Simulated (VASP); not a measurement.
Here is the system:

```
CELL_PARAMETERS angstrom
     -3.02768     3.02768     2.44013
      3.02768    -3.02768     2.44013
      3.02768     3.02768    -2.44013
ATOMIC_POSITIONS crystal
  Al 0.65821 0.15821 0.81641
  Al 0.15821 0.34179 0.50000
  Al 0.84179 0.65821 0.50000
  Al 0.34179 0.84179 0.18359
  Cu 0.75000 0.75000 0.00000
  Cu 0.25000 0.25000 0.00000
```

Level of theory: PBE GGA, VASP's PBE PAW potentials (set 64) (plane waves; VASP). Numerical set-up: 400 eV cut-off, 9×9×9 Γ-centred mesh, tetrahedra with Blöchl corrections, potentials Al Cu.

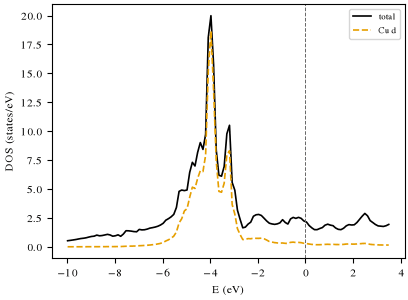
Total and projected density of states, zero at the Fermi level

Within 2 eV below the Fermi level the largest weight inside VASP's projection spheres is Cu d, then Al p.

It has no gap at this level: it comes out as a metal or semimetal.

The compound is Al2Cu in the sg140 structure. It was relaxed first.
